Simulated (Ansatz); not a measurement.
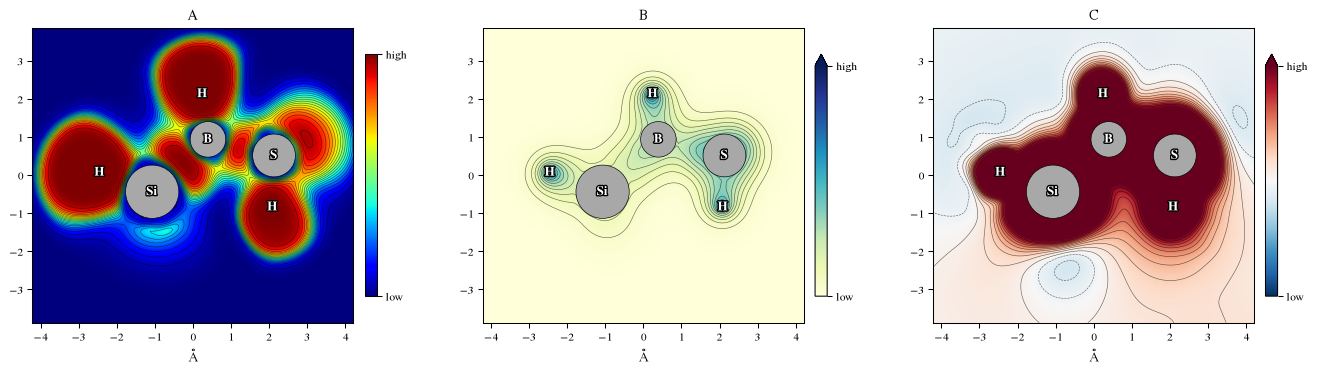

BH$_{7}$N$_{2}$SSi: 3 fields on the plane of atoms B4, S5 and H12, with unlabelled colour scales. Grey discs cover the atomic cores.

These are results of Ansatz 0.2.0, RKS B3LYP-D4/def2-SVP, not measurements.

```xyz
12

N    -1.6951    0.3219    0.3437
Si   -0.1503   -0.4416    0.6161
N     1.2043    0.4878    1.2027
B     0.4202   -1.1455   -1.1770
S     0.7715   -0.0892   -2.5723
H    -2.3036    0.5851    1.1137
H    -1.8432    0.9301   -0.4560
H    -0.4100   -1.4484    1.6849
H     1.2690    0.7893    2.1707
H     1.7016    1.1298    0.5929
H     0.5633   -2.3111   -1.4514
H     0.5491    1.1368   -2.0342
```

The panels show electron density, electron localisation function and electrostatic potential in some order. Assign them.

Answer. Panel A: electron localisation function. Panel B: electron density. Panel C: electrostatic potential (strongly positive close to the atoms and fading to about zero outside). From the grid: B–S (1.78 Å): ρ at the midpoint is about 1.3 e/Å³; the ELF peaks at about 0.95 between the atoms: a covalent bond. Si–B (2.01 Å): the density is about 0.83 e/Å³ at the midpoint; the ELF peaks at about 1 between the atoms: a covalent bond.
